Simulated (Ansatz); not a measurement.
The relaxed structure here is a generated cell of TiAl: the first start was made by placing the elements on the sites of a structure type, and the end was not matched to a known phase here, so it may be hypothetical. Known forms of TiAl include space group No. 123.

One stationary structure of TiAl. Space group P6/mmm (No. 191), AFLOW prototype AB_hP6_191_f_ad (B35, as in CoSn). The numbers are results of PBEsol (plane waves to 420 eV, PAW, scalar-relativistic; Ansatz, a first-principles code), not measurements.

```xyz
6
Lattice="5.3921 0.0000 0.0000 -2.6960 4.6697 0.0000 0.0000 0.0000 4.7247" Properties=species:S:1:pos:R:3 pbc="T T T"
Ti     2.6960     0.0000     0.0000
Ti     1.3480     2.3348     0.0000
Ti    -1.3480     2.3348     0.0000
Al     0.0000     0.0000     0.0000
Al     0.0000     3.1131     2.3623
Al     2.6960     1.5566     2.3623
```

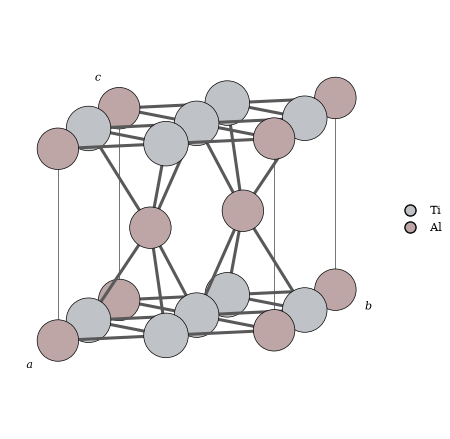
Fig. 1. The conventional cell of the relaxed structure

| Property | Result |
|---|---|
| Volume per atom | 19.83 Å³ |
| Band gap | no gap (metallic) |
| Shortest distances | Ti–Ti 2.70 Å; Al–Ti 2.70 Å; Al–Al 3.11 Å |
| k-mesh | 10×10×10 |

Band energies at high-symmetry points (eV from the Fermi level; labels of this space group; no spin-orbit coupling), from −5 eV up to 1.0 eV:

| point | energies |
|---|---|
| Γ | -4.33 -2.03 -2.03 -1.85 -1.85 -1.70 -1.00 -0.44 -0.44 -0.36 -0.36 0.00 0.00 |
| M | -3.65 -2.52 -1.78 -1.57 -1.07 -0.90 -0.64 -0.27 -0.09 0.23 0.55 0.77 |
| K | -1.49 -1.49 -1.31 -1.31 -1.20 -0.69 -0.37 -0.37 -0.09 |
| A | -3.34 -3.09 -1.05 -1.05 -0.85 -0.85 -0.34 0.04 0.04 0.54 0.54 0.79 |
| L | -4.64 -4.47 -3.65 -2.10 -1.31 -1.29 -1.27 -1.26 -0.04 0.58 0.69 |
| H | -4.71 -4.71 -4.40 -3.02 -3.02 -2.82 -0.95 -0.95 -0.13 -0.13 -0.04 0.64 0.64 |

No spin polarisation in the result.

The run could not lose the symmetry of its start, so the end can be a saddle point.

All atoms sit on sites fixed by symmetry, so only the cell could relax.
